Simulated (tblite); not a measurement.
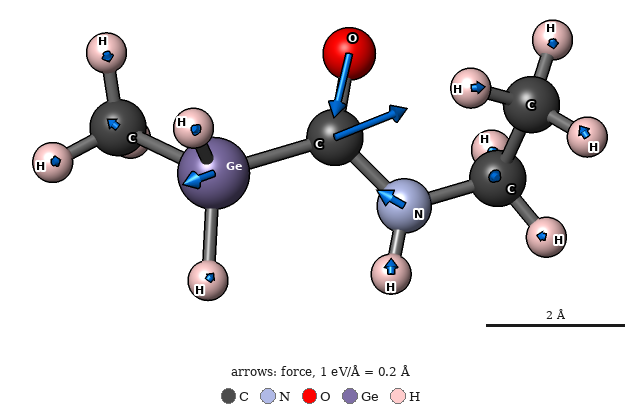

Starting geometry of C4H11GeNO (charge +1, multiplicity 2) with the computed forces as blue arrows. A ball-and-stick model, seen face on.

Method: tblite 0.8.0, GFN2-xTB geometry optimisation, gas phase. 

Question: What follows when this structure is relaxed?

Answer: It isn't relaxed: the largest force vector, on a C atom, is 6.15 eV/Å. The final displacements have little in common with the starting forces (cosine between the two patterns 0.22). After 154 geometry steps the energy has fallen by 33.0 kcal/mol. The atom that moves furthest after the best rigid fit is an H atom (1.41 Å). By element the largest moves are H 1.41 Å, O 1.23 Å, C 0.50 Å, N 0.42 Å, Ge 0.25 Å. Among the contacts that change: C–Ge 1.920 → 2.205 Å, C–N 1.417 → 1.293 Å, C–O 1.275 → 1.187 Å, Ge–H 1.579 → 1.519 Å. Among the angles between lasting bonds that change: N–C–O 122.7° → 137.3°, C–Ge–H 105.2° → 118.8°, C–Ge–H 110.4° → 98.8°. Groups turn about C–N by about 60°, C–C by about 50°, C–Ge by about 40°. Cost: 0.83 s on 1 thread of Arm Neoverse V2 (shared host).
